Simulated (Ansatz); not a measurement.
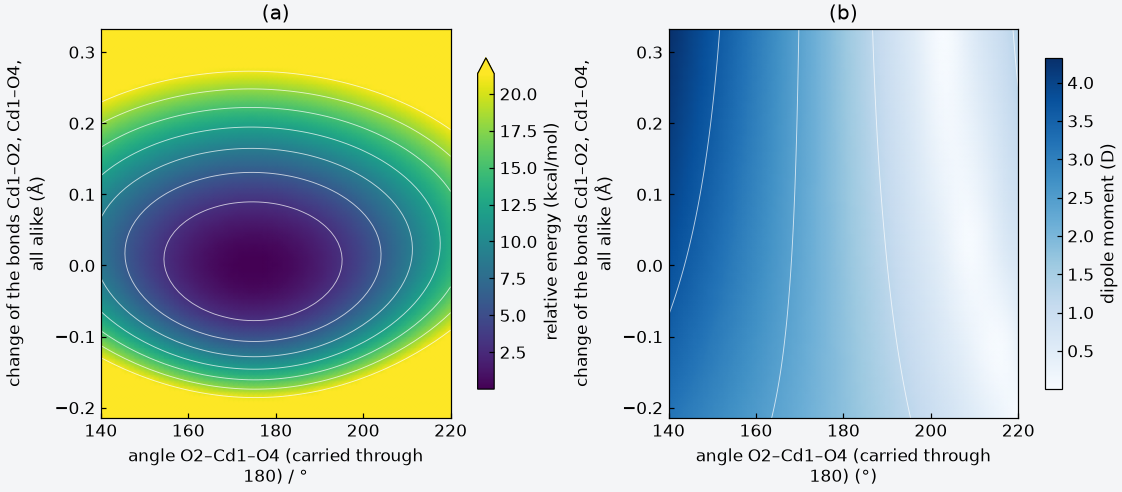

Cd(OH)2. The first coordinate is: angle O2–Cd1–O4 (carried through 180); the second: change of the bonds Cd1–O2, Cd1–O4, all alike. Nothing is relaxed (all other coordinates rigid). Grid: 15 × 15 points. Points are written as (first, second). All energies are given in kcal/mol relative to the relaxed molecule at the same level. All numbers below come from RKS PBE0-D4/def2-TZVP (Ansatz).

Panel (a) is the energy and panel (b) the computed dipole moment on the same grid.

The picture shows a smooth colour map with a few white contour lines, one colour for all values above the top of the scale. Between grid points the surface is interpolated.

How does the dipole moment vary over the map, and what is it at the lowest grid point?

Leaving out the highest fifth of the energies, it runs from 0.03 D at (208.6°, 0.020 Å) to 4.23 D at (140.0°, 0.254 Å). At the lowest grid point, (174.3°, 0.020 Å), it is 2.07 D.

| second ↓, first → | 140.0 | 145.7 | 151.4 | 157.1 | 162.9 | 168.6 | 174.3 | 180.0 | 185.7 | 191.4 | 197.1 | 202.9 | 208.6 | 214.3 | 220.0 |
| --- | --- | --- | --- | --- | --- | --- | --- | --- | --- | --- | --- | --- | --- | --- | --- |
| 0.333 | 4.32 | 3.98 | 3.62 | 3.25 | 2.87 | 2.48 | 2.09 | 1.68 | 1.27 | 0.85 | 0.43 | 0.01 | 0.44 | 0.88 | 1.31 |
| 0.294 | 4.28 | 3.94 | 3.59 | 3.23 | 2.85 | 2.47 | 2.09 | 1.69 | 1.29 | 0.88 | 0.46 | 0.03 | 0.40 | 0.83 | 1.26 |
| 0.254 | 4.23 | 3.89 | 3.55 | 3.20 | 2.83 | 2.46 | 2.09 | 1.70 | 1.30 | 0.90 | 0.49 | 0.07 | 0.35 | 0.78 | 1.20 |
| 0.215 | 4.17 | 3.85 | 3.51 | 3.17 | 2.81 | 2.45 | 2.08 | 1.71 | 1.32 | 0.93 | 0.53 | 0.11 | 0.30 | 0.72 | 1.14 |
| 0.176 | 4.11 | 3.80 | 3.47 | 3.14 | 2.79 | 2.44 | 2.08 | 1.72 | 1.34 | 0.96 | 0.57 | 0.16 | 0.25 | 0.66 | 1.07 |
| 0.137 | 4.05 | 3.74 | 3.42 | 3.10 | 2.77 | 2.43 | 2.08 | 1.73 | 1.36 | 0.99 | 0.61 | 0.21 | 0.18 | 0.59 | 1.00 |
| 0.098 | 3.97 | 3.68 | 3.37 | 3.06 | 2.74 | 2.41 | 2.08 | 1.74 | 1.39 | 1.02 | 0.65 | 0.27 | 0.12 | 0.51 | 0.91 |
| 0.059 | 3.90 | 3.61 | 3.32 | 3.02 | 2.71 | 2.40 | 2.08 | 1.75 | 1.41 | 1.06 | 0.70 | 0.33 | 0.05 | 0.43 | 0.82 |
| 0.020 | 3.82 | 3.54 | 3.26 | 2.98 | 2.68 | 2.38 | 2.07 | 1.76 | 1.43 | 1.10 | 0.76 | 0.39 | 0.03 | 0.34 | 0.73 |
| −0.020 | 3.72 | 3.46 | 3.20 | 2.93 | 2.64 | 2.36 | 2.07 | 1.77 | 1.46 | 1.14 | 0.81 | 0.47 | 0.11 | 0.25 | 0.62 |
| −0.059 | 3.63 | 3.38 | 3.13 | 2.87 | 2.61 | 2.34 | 2.06 | 1.78 | 1.49 | 1.18 | 0.87 | 0.54 | 0.20 | 0.15 | 0.51 |
| −0.098 | 3.53 | 3.29 | 3.05 | 2.81 | 2.57 | 2.32 | 2.06 | 1.79 | 1.52 | 1.23 | 0.93 | 0.61 | 0.29 | 0.04 | 0.39 |
| −0.137 | 3.42 | 3.20 | 2.98 | 2.75 | 2.52 | 2.29 | 2.05 | 1.80 | 1.54 | 1.27 | 0.99 | 0.69 | 0.39 | 0.07 | 0.27 |
| −0.176 | 3.30 | 3.10 | 2.89 | 2.69 | 2.47 | 2.26 | 2.04 | 1.81 | 1.57 | 1.32 | 1.06 | 0.78 | 0.49 | 0.18 | 0.14 |
| −0.215 | 3.18 | 2.99 | 2.80 | 2.61 | 2.42 | 2.23 | 2.03 | 1.82 | 1.60 | 1.37 | 1.13 | 0.86 | 0.59 | 0.30 | 0.00 |
